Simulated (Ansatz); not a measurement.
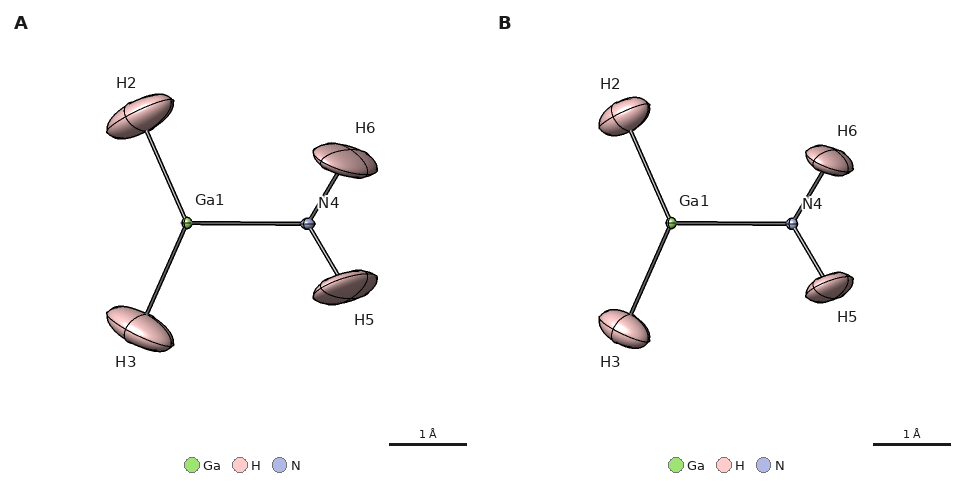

Displacement ellipsoids at the 50 % level, scaled by 1.5, from the internal vibrations of the free molecule (harmonic, no overall translation or rotation; no half-axis is drawn under 0.075 Å). Vibrations computed with RKS PBE0-D4/def2-TZVP (Ansatz 0.2.0). One panel is for 100 K, the other for 600 K.

### Which panel is for 600 K?

A.

### How much does the mean-square displacement of H5 grow, and why?

U_eq goes from 0.0183 to 0.0360 Å², a factor of 2.0. Modes below kT (417 cm⁻¹ at 600 K) grow about in proportion to T, and the lowest lies at 313 cm⁻¹; the mean-square amplitude of a mode is its zero-point value times coth(ħω/2kT), which comes close to 1 only above about 3kT.
